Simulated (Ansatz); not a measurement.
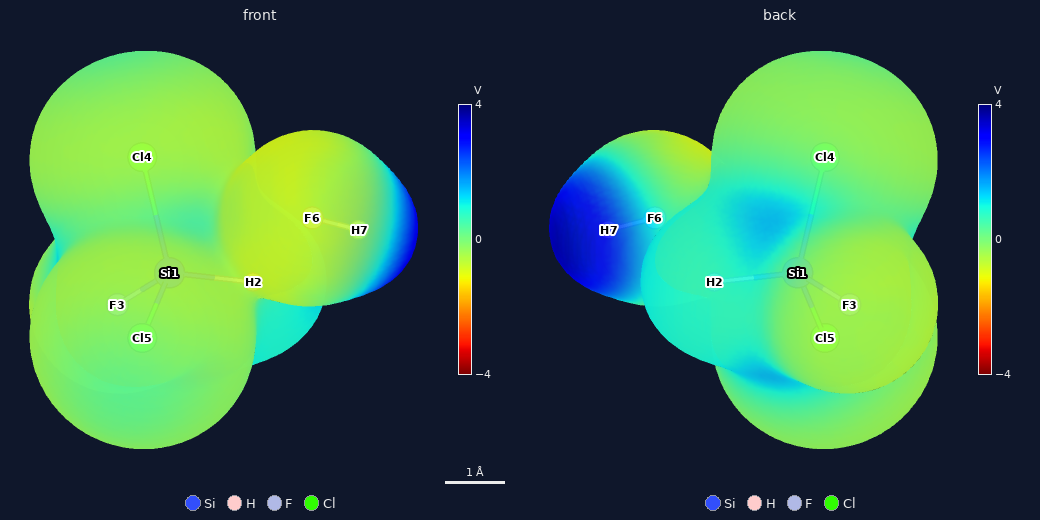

Cl$_{2}$FHSi···HF. The electrostatic potential painted on the density surface at 0.002 e/bohr³, seen from the front and from behind; the colour scale runs from red (negative) to blue (positive).

Method: RKS revPBE/6-31G* in Ansatz.

```xyz
7

Si    0.3529    0.0000   -0.2581
H     0.3667    0.0000    1.2241
F     1.8863    0.0000   -0.7770
Cl   -0.5617    1.6947   -0.9834
Cl   -0.5617   -1.6947   -0.9834
F    -2.5207    0.0000    1.5150
H    -2.2360    0.0000    2.4138
```

**Which sites attract a positive test charge, and which a negative one?**

A positive charge is drawn to the negative regions and a negative charge to the positive ones. The most negative region (about −0.9 V, or −21 kcal/mol for a unit charge) lies over F6, the most positive (about +3.6 V, or +83 kcal/mol for a unit charge) over H7. Cl4 shows a σ-hole: about +0.2 V at the tip opposite its bond, against about −0.3 V on its flanks. Cl5 shows a σ-hole: about +0.2 V at the tip opposite its bond, against about −0.3 V, or −7 kcal/mol for a unit charge on its flanks.
